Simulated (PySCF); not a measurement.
C4H6Se, SMILES C#CCC[SeH] at its GFN2-xTB optimised geometry (Å):

```
11

C      1.6212    -0.6749    -0.0104
C      0.4258    -0.7312     0.0000
C     -1.0228    -0.7312     0.0000
C     -1.5811     0.6879     0.0000
Se    -1.1961     1.6631    -1.6755
H      2.6700    -0.6627    -0.0110
H     -1.3802    -1.2754    -0.8794
H     -1.3796    -1.2516     0.8948
H     -2.6700     0.6773     0.0757
H     -1.1700     1.2754     0.8223
H      0.2258     1.4211    -1.6149
```

Method: B3LYP/def2-TZVP run with PySCF. Cells within 0.4 Å of a nucleus heavier than hydrogen are left out (blank, or x).

Map of the Laplacian of the electron density (e/bohr⁵), clipped to [-1.50, 1.50] on the plane z = 0.0 Å:

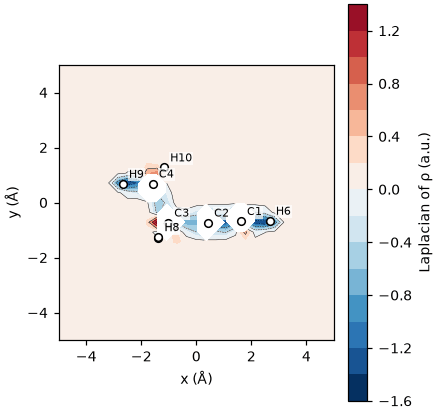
Fig. 1. Laplacian of the electron density (e/bohr⁵), clipped to [-1.50, 1.50] on the plane z = 0.0 Å.
